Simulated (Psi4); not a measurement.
# AlGeH4Cl (SMILES [Cl][AlH][GeH3]) at TPSSh/def2-SVP

Aim: the energy change on altering one bond length of AlGeH4Cl at TPSSh/def2-SVP, from 2 runs. 

The calculation is run with Psi4 1.11.

## 1. The system as given

AlGeH4Cl: 7 atoms, total charge 0, spin state singlet. SMILES: `[Cl][AlH][GeH3]`. The coordinates come from a PBE0-D4/def2-TZVP relaxation.

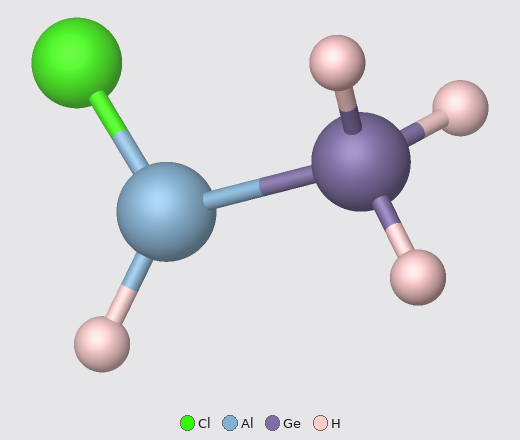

The structure, seen from a chosen angle (chlorine green, aluminium light blue, germanium purple, hydrogen pink).

## 2. The energy at TPSSh/def2-SVP

input.dat reads:

```
memory 2.2 GB

molecule {
  0 1
  Cl
  Al 1 2.10235
  Ge 2 2.467448 1 116.81684
  H 2 1.57978 1 116.47063 3 -179.98333
  H 3 1.539805 2 110.96145 4 120.14958
  H 3 1.539731 5 107.15321 2 -121.30659
  H 3 1.539797 6 107.61051 5 115.45923
  symmetry c1
}

set globals {
  basis                def2-SVP
  puream               true
  e_convergence        1e-09
  d_convergence        1e-08
  scf_type             pk
  dft_radial_points    99
  dft_spherical_points 590
}

e_tot, wfn = energy('tpssh', return_wfn=True)
oeprop(wfn, 'MULLIKEN_CHARGES', 'WIBERG_LOWDIN_INDICES', 'LOWDIN_CHARGES')
```

Launch:

```
$ psi4 -i input.dat -o output.dat -n 1
```

output.dat:

```text
[...]
  Running in c1 symmetry.
[...]
  Nuclear repulsion =  276.638634819285130
[...]
  Multiplicity = 1
[...]
  Nalpha       = 33
  Nbeta        = 33
[...]
    Number of basis functions: 88
[...]
   @RKS iter   1: -2780.01147748111680   -1.73789e+00   2.81850e-02 ADIIS/DIIS
[...]
   @RKS iter  12: -2781.62099671224723   -1.09139e-11   9.07552e-09 DIIS
[...]
    Orbital Energies [Eh]
    ---------------------
    Doubly Occupied:
       1A   -398.420676     2A   -101.343188     3A    -55.943526
       4A    -49.562163     5A    -44.066884     6A    -44.066819
       7A    -44.066776     8A     -9.370528     9A     -7.121806
      10A     -7.118420    11A     -7.117217    12A     -6.144738
      13A     -4.312688    14A     -4.312570    15A     -4.312392
      16A     -4.117892    17A     -2.669161    18A     -2.663246
      19A     -2.659578    20A     -1.147210    21A     -1.147118
      22A     -1.145559    23A     -1.144751    24A     -1.144709
      25A     -0.787975    26A     -0.539596    27A     -0.413959
      28A     -0.345490    29A     -0.336316    30A     -0.329421
      31A     -0.320443    32A     -0.320111    33A     -0.266512
[...]
  @RKS Final Energy: -2781.62099671224723
   => Energetics <=
    Nuclear Repulsion Energy =            276.6386348192851301
    One-Electron Energy =               -4420.9031321716656748
    Two-Electron Energy =                1477.6472164625788537
    DFT Exchange-Correlation Energy =    -115.0037158224460399
    Empirical Dispersion Energy =           0.0000000000000000
    VV10 Nonlocal Energy =                  0.0000000000000000
    Total Energy =                      -2781.6209967122472335
[...]
 Multipole Moments:
 ------------------------------------------------------------------------------------
     Multipole            Electronic (a.u.)      Nuclear  (a.u.)        Total (a.u.)
 ------------------------------------------------------------------------------------
 L = 1.  Multiply by 2.5417464519 to convert [e a0] to [Debye]
 Dipole X            :          0.0015814           -0.0013303            0.0002511
 Dipole Y            :         -5.2679946            5.3002252            0.0322306
 Dipole Z            :          3.7141440           -3.3100416            0.4041024
 Magnitude           :                                                    0.4053858
[...]
  Mulliken Charges: (a.u.)
   Center  Symbol    Alpha    Beta     Spin     Total
       1    CL     8.64355  8.64355  0.00000 -0.28710
       2    AL     6.17712  6.17712  0.00000  0.64577
       3    GE    16.02089 16.02089  0.00000 -0.04179
       4     H     0.58179  0.58179  0.00000 -0.16359
       5     H     0.52438  0.52438  0.00000 -0.04876
       6     H     0.52435  0.52435  0.00000 -0.04870
       7     H     0.52792  0.52792  0.00000 -0.05584
   Total alpha = 33.00000, Total beta = 33.00000, Total charge = -0.00000
  Lowdin Charges: (a.u.)
[...]
```

Run time: 47 s. Hardware: 1 thread of Intel Xeon Platinum 8259CL at 2.50GHz (Skylake/Cascade Lake), shared host; peak memory 1.2 GiB.

## 3. The distorted shape: energy and gradient at TPSSh/def2-SVP

input.in reads:

```
memory 2200 mb

molecule {
  Cl    -2.638288    -1.868407    -0.091227
  Al    -0.564388    -1.655907     0.180173
  Ge     0.501100     0.959800    -0.093300
  H      0.240512    -2.973207     0.515673
  H      0.225700     1.522500    -1.499900
  H     -0.144000     1.926400     0.916800
  H      2.023700     0.997300     0.133100
  symmetry c1
  no_reorient
  no_com
}

set puream true
set e_convergence 1e-09
set d_convergence 1e-08
set scf_type pk
set dft_radial_points 99
set dft_spherical_points 590

energy_value, wavefunction = gradient("tpssh/def2-SVP", return_wfn=True)
oeprop(wavefunction, "MULLIKEN_CHARGES", "WIBERG_LOWDIN_INDICES", "LOWDIN_CHARGES")
```

Launch:

```
$ psi4 -n 1 input.in input.out
```

input.out:

```text
[...]
  Running in c1 symmetry.
[...]
  Nuclear repulsion =  257.866592709693634
[...]
  Multiplicity = 1
[...]
  Nalpha       = 33
  Nbeta        = 33
[...]
    Number of basis functions: 88
[...]
   @RKS iter   1: -2779.95070346814236   -1.82094e+00   2.82025e-02 DIIS/ADIIS
[...]
   @RKS iter  13: -2781.60727431410214   -1.81899e-12   1.43595e-09 DIIS
[...]
  @RKS Final Energy: -2781.60727431410214
   => Energetics <=
    Nuclear Repulsion Energy =            257.8665927096936343
    One-Electron Energy =               -4383.2579075737839958
    Two-Electron Energy =                1458.7422297221201006
    DFT Exchange-Correlation Energy =    -114.9581891721316538
    Empirical Dispersion Energy =           0.0000000000000000
    VV10 Nonlocal Energy =                  0.0000000000000000
    Total Energy =                      -2781.6072743141021419
[...]
 Multipole Moments:
 ------------------------------------------------------------------------------------
     Multipole            Electronic (a.u.)      Nuclear  (a.u.)        Total (a.u.)
 ------------------------------------------------------------------------------------
 L = 1.  Multiply by 2.5417464519 to convert [e a0] to [Debye]
 Dipole X            :         64.2370711          -63.8856461            0.3514250
 Dipole Y            :         39.7546827          -39.8791115           -0.1244288
 Dipole Z            :          4.0950597           -4.0223520            0.0727077
 Magnitude           :                                                    0.3798269
[...]
  -Total Gradient:
     Atom            X                  Y                   Z
    ------   -----------------  -----------------  -----------------
       1        0.004427240675     0.000483224351     0.000573526886
       2       -0.015730774148    -0.030250273652     0.002659107748
       3        0.011072219956     0.027956347176    -0.002946779658
       4       -0.000580148092    -0.000612765664     0.000013419571
       5        0.000656518627     0.000786011512     0.001157445224
       6        0.001007163463     0.000404674332    -0.001116235523
       7       -0.000854706823     0.001219699010    -0.000338605295
[...]
  Mulliken Charges: (a.u.)
   Center  Symbol    Alpha    Beta     Spin     Total
       1    CL     8.63971  8.63971  0.00000 -0.27941
       2    AL     6.18894  6.18894  0.00000  0.62211
       3    GE    16.01577 16.01577  0.00000 -0.03154
       4     H     0.57688  0.57688  0.00000 -0.15375
       5     H     0.52553  0.52553  0.00000 -0.05106
       6     H     0.52550  0.52550  0.00000 -0.05100
       7     H     0.52768  0.52768  0.00000 -0.05535
   Total alpha = 33.00000, Total beta = 33.00000, Total charge =  0.00000
  Lowdin Charges: (a.u.)
[...]
```

It took 56 s on 1 thread of Intel Xeon Platinum 8259CL at 2.50GHz (Skylake/Cascade Lake), shared host; peak memory 1.2 GiB.

## 4. Outcome

At TPSSh/def2-SVP:

| quantity | value |
| --- | --- |
| first shape: total energy | -2781.62100 Eh |
| first shape: dipole moment | 1.03 D |
| first shape: HOMO energy | -7.25 eV |
| first shape: LUMO energy | -2.24 eV |
| first shape: HOMO–LUMO gap | 5.01 eV |
| distorted shape: total energy | -2781.60727 Eh |
| distorted shape: dipole moment | 0.97 D |
| distorted shape: HOMO energy | -6.87 eV |
| distorted shape: LUMO energy | -2.19 eV |
| distorted shape: HOMO–LUMO gap | 4.68 eV |
| distorted shape: largest force on an atom | 1.759 eV/Å |
| energy change with the Al2–Ge3 bond stretched from 2.467 to 2.838 Å | 0.373 eV |

With the Al2–Ge3 bond stretched from 2.467 to 2.838 Å the energy rises by 0.37 eV (8.6 kcal/mol). The first shape isn't relaxed at this level, so the change isn't measured from a minimum.
